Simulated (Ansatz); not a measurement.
# Geometry relaxation, with input and output: TiSiNH7ClO2F (part 2 of 2)

Continued. System: TiSiNH7ClO2F. Method: RKS PBE/def2-SVP (Ansatz 0.2.0). It belongs to a series of runs on one base structure; here: end point A relaxed.

Geometry of the input (Å):
```
Ti -0.2708  0.0289  0.0151
O  -0.3058  -0.2918  1.8735
Si -1.2703  -0.2798  3.2505
H  -2.4604  -1.1835  3.0517
H  -0.4636  -0.7892  4.4139
H  -1.7547  1.1119  3.5534
Cl 1.7515  0.6830  -0.6138
F  -1.4618  1.2574  -0.3329
N  -0.8508  -1.4387  -0.9669
H  -1.7124  -1.5293  -1.5165
H  -0.2190  -2.2452  -1.0816
O  1.2850  -2.5014  0.9486
H  0.4365  -2.9126  1.2059
H  1.3297  -1.7540  1.6000
```

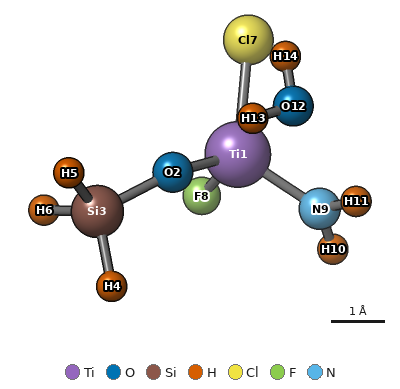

Figure 1. The geometry at step 11 of the log (ball-and-stick view, seen at a tilt; atoms are numbered from 1 in the order of the input).

Trajectory as extended XYZ, continued:
```
14
Properties=species:S:1:pos:R:3:forces:R:3 step=5 energy=-51898.41918
Ti   -0.2052   -0.1474    0.0935    0.2310  -0.1458   0.0189
O    -0.3231   -0.3852    1.9092   -0.2497   0.1125   0.1004
Si   -1.3041   -0.3015    3.2727    0.0269  -0.0161   0.0203
H    -2.5025   -1.1956    3.0864   -0.0051   0.0095   0.0089
H    -0.5087   -0.7958    4.4506   -0.0093   0.0098   0.0187
H    -1.7665    1.1046    3.5387    0.0137  -0.0007  -0.0196
Cl    1.8109    0.5667   -0.5289    0.0923   0.0736  -0.0188
F    -1.3219    1.1478   -0.2720   -0.0647  -0.0252   0.0120
N    -0.9026   -1.5244   -0.9582   -0.1296  -0.0891  -0.1601
H    -1.6971   -1.4673   -1.6126    0.1814  -0.0131   0.1464
H    -0.3402   -2.3744   -1.0958   -0.1231   0.0555  -0.0530
O     1.1764   -2.2429    0.7667   -0.8387   0.3097   1.4839
H     0.3723   -2.5914    1.2717    1.0742   0.3918  -0.7212
H     1.5453   -1.6374    1.4789   -0.1992  -0.6725  -0.8369
14
Properties=species:S:1:pos:R:3:forces:R:3 step=6 energy=-51898.47041
Ti   -0.1866   -0.1849    0.1107    0.2182  -0.0776  -0.0386
O    -0.3450   -0.4079    1.9269   -0.2234   0.0776   0.0536
Si   -1.3282   -0.2968    3.2868    0.0513  -0.0167  -0.0154
H    -2.5346   -1.1802    3.1081   -0.0182   0.0052   0.0132
H    -0.5400   -0.7845    4.4719   -0.0099   0.0067   0.0277
H    -1.7736    1.1178    3.5339    0.0075   0.0034  -0.0169
Cl    1.8395    0.5535   -0.4909    0.0239   0.0590   0.0034
F    -1.2925    1.1173   -0.2674   -0.0559  -0.0287   0.0183
N    -0.9137   -1.5365   -0.9608   -0.0818  -0.0643  -0.1092
H    -1.7110   -1.4506   -1.6079    0.1663  -0.0125   0.1443
H    -0.3815   -2.4031   -1.1106   -0.1108   0.0547  -0.0602
O     1.1792   -2.2026    0.7239   -0.6522   0.1868   1.1391
H     0.4148   -2.5651    1.2642    0.8221   0.3161  -0.5616
H     1.6063   -1.6204    1.4120   -0.1371  -0.5097  -0.5979
14
Properties=species:S:1:pos:R:3:forces:R:3 step=7 energy=-51898.54702
Ti   -0.1584   -0.2215    0.1241    0.0876  -0.0166   0.0393
O    -0.3846   -0.4331    1.9382   -0.1618   0.0265  -0.0331
Si   -1.3630   -0.2875    3.2979    0.0681   0.0171  -0.0742
H    -2.5843   -1.1529    3.1389   -0.0246  -0.0011   0.0127
H    -0.5837   -0.7634    4.4941   -0.0027  -0.0015   0.0217
H    -1.7813    1.1400    3.5183   -0.0028  -0.0014  -0.0080
Cl    1.8668    0.5963   -0.4360   -0.0550  -0.0511   0.0419
F    -1.2789    1.0674   -0.2642   -0.0187  -0.0213   0.0241
N    -0.9166   -1.5419   -0.9720    0.0691  -0.0851  -0.0296
H    -1.7388   -1.4283   -1.5776    0.0764   0.0207   0.0676
H    -0.4263   -2.4270   -1.1543   -0.0857   0.0774  -0.0110
O     1.1595   -2.1899    0.6872    0.1192   0.3407   0.4631
H     0.4709   -2.5208    1.3059    0.1634   0.0488  -0.0641
H     1.7517   -1.6817    1.3003   -0.2327  -0.3529  -0.4505
14
Properties=species:S:1:pos:R:3:forces:R:3 step=8 energy=-51898.58659
Ti   -0.1696   -0.2436    0.1329   -0.0815  -0.1259   0.1090
O    -0.4355   -0.4799    1.9362   -0.0869  -0.0253  -0.0423
Si   -1.4000   -0.2853    3.2986    0.0488   0.0141  -0.0533
H    -2.6463   -1.1187    3.1641   -0.0194   0.0030   0.0131
H    -0.6254   -0.7602    4.4996   -0.0100   0.0033   0.0062
H    -1.7763    1.1581    3.4948   -0.0013  -0.0103  -0.0075
Cl    1.8614    0.5630   -0.3937    0.0847   0.0541  -0.0187
F    -1.2804    1.0580   -0.2410    0.0187  -0.0017   0.0027
N    -0.9476   -1.5356   -0.9851    0.1241   0.0077   0.0000
H    -1.7497   -1.3769   -1.6083    0.0889  -0.0141   0.0975
H    -0.4939   -2.4391   -1.1638   -0.0427   0.0234  -0.0064
O     1.2034   -2.1996    0.6861   -0.0901   0.1693   0.2260
H     0.5860   -2.4695    1.4016    0.1627   0.0612  -0.0452
H     1.9069   -1.7149    1.1788   -0.1958  -0.1588  -0.2811
14
Properties=species:S:1:pos:R:3:forces:R:3 step=9 energy=-51898.62322
Ti   -0.1603   -0.2574    0.1550   -0.1790  -0.1810  -0.0950
O    -0.4642   -0.5083    1.9413   -0.0781  -0.0272   0.1592
Si   -1.4233   -0.2854    3.3022    0.0184   0.0242  -0.0070
H    -2.6830   -1.1016    3.1819   -0.0055   0.0090   0.0059
H    -0.6525   -0.7578    4.5071   -0.0130   0.0044  -0.0001
H    -1.7771    1.1661    3.4828   -0.0009  -0.0171  -0.0094
Cl    1.8702    0.5685   -0.3645    0.1490  -0.0037   0.0201
F    -1.2612    1.0505   -0.2262   -0.0174   0.0175  -0.0048
N    -0.9224   -1.5364   -0.9842    0.0420   0.0437  -0.0489
H    -1.7304   -1.3690   -1.5952    0.0482   0.0067   0.0410
H    -0.4912   -2.4511   -1.1564   -0.0290   0.0196   0.0363
O     1.1378   -2.2137    0.6646    0.2907   0.3081   0.8108
H     0.6421   -2.4202    1.5036    0.4116   0.2367  -0.5698
H     1.9486   -1.7283    0.9888   -0.6369  -0.4408  -0.3384
14
Properties=species:S:1:pos:R:3:forces:R:3 step=10 energy=-51898.66851
Ti   -0.1750   -0.2890    0.1656    0.0167   0.1298   0.0914
O    -0.5083   -0.5630    1.9480   -0.0328  -0.0523   0.0367
Si   -1.4472   -0.2864    3.3133    0.0090   0.0305  -0.0138
H    -2.7264   -1.0747    3.2259   -0.0089  -0.0005   0.0068
H    -0.6744   -0.7430    4.5225   -0.0092  -0.0010  -0.0005
H    -1.7675    1.1765    3.4579   -0.0017  -0.0092  -0.0054
Cl    1.8902    0.5425   -0.2996    0.0054  -0.0360   0.0239
F    -1.2439    1.0489   -0.2104    0.0081  -0.0432  -0.0003
N    -0.9269   -1.5359   -0.9979    0.0214  -0.0335  -0.0908
H    -1.7263   -1.3605   -1.6161    0.0220  -0.0154   0.0076
H    -0.5063   -2.4592   -1.1438   -0.0474  -0.0208   0.0011
O     1.1420   -2.2129    0.6494    0.1099   0.1313   0.2846
H     0.7241   -2.3573    1.5307    0.1695   0.0984  -0.1994
H     1.9791   -1.7299    0.8552   -0.2619  -0.1780  -0.1416
14
Properties=species:S:1:pos:R:3:forces:R:3 step=11 energy=-51898.69845
Ti   -0.1798   -0.2880    0.1911   -0.1108  -0.2728  -0.0054
O    -0.5622   -0.6331    1.9541    0.0575   0.0537  -0.0208
Si   -1.4793   -0.2857    3.3212    0.0098  -0.0816  -0.0258
H    -2.7733   -1.0526    3.2776   -0.0201   0.0217  -0.0167
H    -0.7086   -0.7341    4.5331    0.0188   0.0259   0.0185
H    -1.7651    1.1865    3.4239    0.0031   0.0108  -0.0099
Cl    1.9030    0.5277   -0.2350    0.0401   0.0174   0.0206
F    -1.2386    1.0483   -0.1970   -0.0278   0.0659   0.0018
N    -0.9055   -1.5197   -1.0143    0.1711  -0.0884   0.0651
H    -1.6898   -1.3412   -1.6467   -0.0625   0.0342  -0.0592
H    -0.5586   -2.4857   -1.0780   -0.0525   0.1456   0.0146
O     1.1388   -2.2373    0.6354   -0.0144   0.1049   0.1427
H     0.8468   -2.2562    1.5736    0.0468  -0.0020  -0.0676
H     2.0052   -1.7731    0.6617   -0.0590  -0.0352  -0.0578
14
Properties=species:S:1:pos:R:3:forces:R:3 step=12 energy=-51898.70300
Ti   -0.1805   -0.2940    0.1996   -0.0786  -0.2453   0.0272
O    -0.5481   -0.6500    1.9641    0.0528   0.0510  -0.0347
Si   -1.4819   -0.2905    3.3162    0.0140  -0.0578  -0.0258
H    -2.7798   -1.0489    3.2581   -0.0228   0.0157  -0.0088
H    -0.7281   -0.7312    4.5411    0.0127   0.0194   0.0228
H    -1.7568    1.1844    3.3976   -0.0108   0.0221   0.0074
Cl    1.9004    0.5244   -0.2393    0.0331   0.0173   0.0138
F    -1.2379    1.0488   -0.1693   -0.0353   0.0642  -0.0038
N    -0.9127   -1.5190   -1.0062    0.1484  -0.0763   0.0397
H    -1.6871   -1.3339   -1.6487   -0.0714   0.0435  -0.0580
H    -0.5745   -2.4871   -1.0687   -0.0315   0.1056   0.0189
O     1.1389   -2.2333    0.6407   -0.0975   0.0036  -0.0202
H     0.8753   -2.2364    1.5840   -0.0034  -0.0059   0.0699
H     2.0059   -1.7774    0.6315    0.0902   0.0431  -0.0483
14
Properties=species:S:1:pos:R:3:forces:R:3 step=13 energy=-51898.70737
Ti   -0.1910   -0.3118    0.2087    0.1051  -0.0055   0.0166
O    -0.5274   -0.6360    1.9795   -0.0555  -0.0402  -0.0031
Si   -1.4854   -0.2893    3.3174    0.0026   0.0241   0.0339
H    -2.7834   -1.0471    3.2396    0.0051  -0.0046  -0.0099
H    -0.7451   -0.7145    4.5571   -0.0043  -0.0049  -0.0031
H    -1.7698    1.1849    3.3935   -0.0118   0.0128   0.0027
Cl    1.9029    0.5156   -0.1754    0.0177   0.0146  -0.0421
F    -1.2306    1.0448   -0.1676   -0.0415   0.0222   0.0064
N    -0.9067   -1.5203   -1.0208   -0.0425  -0.0511  -0.0129
H    -1.6950   -1.3340   -1.6505    0.0300   0.0247   0.0026
H    -0.5983   -2.4972   -1.0620    0.0021   0.0128   0.0028
O     1.1279   -2.2381    0.6398   -0.1454  -0.0890  -0.1492
H     0.9402   -2.2063    1.5977   -0.0135  -0.0076   0.1814
H     1.9950   -1.7949    0.5438    0.1519   0.0917  -0.0261
14
Properties=species:S:1:pos:R:3:forces:R:3 step=14 energy=-51898.71098
Ti   -0.1875   -0.3247    0.2257    0.0260  -0.0003   0.0217
O    -0.5301   -0.6659    1.9939   -0.0139   0.0073  -0.0071
Si   -1.4948   -0.2875    3.3199   -0.0113   0.0005   0.0077
H    -2.7985   -1.0346    3.2372    0.0025  -0.0061  -0.0011
H    -0.7708   -0.7047    4.5720   -0.0017   0.0032  -0.0066
H    -1.7716    1.1896    3.3737    0.0058   0.0067   0.0010
Cl    1.8986    0.5150   -0.2034   -0.0109  -0.0284  -0.0063
F    -1.2309    1.0357   -0.1302   -0.0191   0.0109   0.0028
N    -0.9104   -1.5191   -1.0125   -0.0521  -0.0193  -0.0520
H    -1.6682   -1.3091   -1.6733    0.0563   0.0060   0.0484
H    -0.6185   -2.5009   -1.0524   -0.0014   0.0035   0.0017
O     1.1302   -2.2449    0.6444    0.0393   0.0593   0.0387
H     0.9936   -2.1985    1.6160    0.0365  -0.0085  -0.0913
H     1.9920   -1.7945    0.4898   -0.0560  -0.0349   0.0424
14
Properties=species:S:1:pos:R:3:forces:R:3 step=15 energy=-51898.71070 accepted=F
Ti   -0.1899   -0.3265    0.2286    0.0223  -0.0295   0.0091
O    -0.5360   -0.6759    1.9955    0.0076   0.0010  -0.0165
Si   -1.4983   -0.2866    3.3204    0.0169   0.0009  -0.0081
H    -2.8032   -1.0319    3.2410   -0.0020   0.0034   0.0056
H    -0.7724   -0.6983    4.5730   -0.0067  -0.0045   0.0003
H    -1.7644    1.1930    3.3688   -0.0078   0.0000  -0.0028
Cl    1.8948    0.5002   -0.2272   -0.0003   0.0433  -0.0007
F    -1.2405    1.0319   -0.1157    0.0006   0.0202  -0.0065
N    -0.9168   -1.5186   -1.0091   -0.0258  -0.0060  -0.0267
H    -1.6598   -1.2983   -1.6818    0.0234  -0.0003   0.0398
H    -0.6256   -2.5002   -1.0539    0.0080  -0.0031  -0.0099
O     1.1468   -2.2304    0.6337    0.0311   0.0146   0.1351
H     0.9843   -2.2265    1.6031    0.0375  -0.0039  -0.1176
H     2.0140   -1.7761    0.5244   -0.1049  -0.0360  -0.0012
14
Properties=species:S:1:pos:R:3:forces:R:3 step=16 energy=-51898.71210
Ti   -0.1879   -0.3270    0.2288    0.0035  -0.0026   0.0191
O    -0.5340   -0.6691    1.9960   -0.0058   0.0070  -0.0056
Si   -1.4989   -0.2851    3.3203    0.0064  -0.0040  -0.0003
H    -2.8023   -1.0330    3.2394   -0.0016   0.0029  -0.0006
H    -0.7753   -0.7001    4.5731   -0.0015   0.0011  -0.0002
H    -1.7701    1.1935    3.3716   -0.0027  -0.0004  -0.0019
Cl    1.8957    0.5076   -0.2169    0.0034   0.0022  -0.0020
F    -1.2343    1.0334   -0.1216   -0.0059   0.0054  -0.0015
N    -0.9133   -1.5197   -1.0096   -0.0096  -0.0129  -0.0157
H    -1.6646   -1.3019   -1.6731    0.0115   0.0061   0.0148
H    -0.6186   -2.5000   -1.0582   -0.0024  -0.0023  -0.0011
O     1.1367   -2.2379    0.6397    0.0040   0.0072   0.0273
H     1.0011   -2.2184    1.6109    0.0071  -0.0048  -0.0332
H     1.9989   -1.7865    0.5003   -0.0063  -0.0049   0.0010
14
Properties=species:S:1:pos:R:3:forces:R:3 step=17 energy=-51898.71223
Ti   -0.1871   -0.3283    0.2311   -0.0012   0.0034   0.0134
O    -0.5344   -0.6698    1.9977   -0.0007   0.0007  -0.0022
Si   -1.5008   -0.2846    3.3206   -0.0003   0.0042  -0.0081
H    -2.8052   -1.0305    3.2380    0.0014  -0.0031   0.0021
H    -0.7790   -0.6972    4.5751   -0.0026   0.0001  -0.0011
H    -1.7736    1.1940    3.3682    0.0021  -0.0001   0.0013
Cl    1.8959    0.5069   -0.2185    0.0041   0.0061  -0.0007
F    -1.2342    1.0324   -0.1181    0.0000   0.0008  -0.0020
N    -0.9140   -1.5198   -1.0076    0.0025  -0.0106  -0.0008
H    -1.6645   -1.2979   -1.6700   -0.0021   0.0047   0.0027
H    -0.6227   -2.5011   -1.0575   -0.0020  -0.0019  -0.0031
O     1.1400   -2.2367    0.6367    0.0016  -0.0008   0.0197
H     1.0102   -2.2255    1.6083    0.0005  -0.0036  -0.0157
H     2.0024   -1.7859    0.4967   -0.0031   0.0000  -0.0053
```

Summary:

- outcome: converged
- total energy: −51898.7123 eV
- mean-field energy: −51898.7123 eV
- largest force (length of the vector) at the end: 0.020 eV/Å
- wall time: 47 s (CPU time 2.9 min)
- peak memory: 0.27 GiB
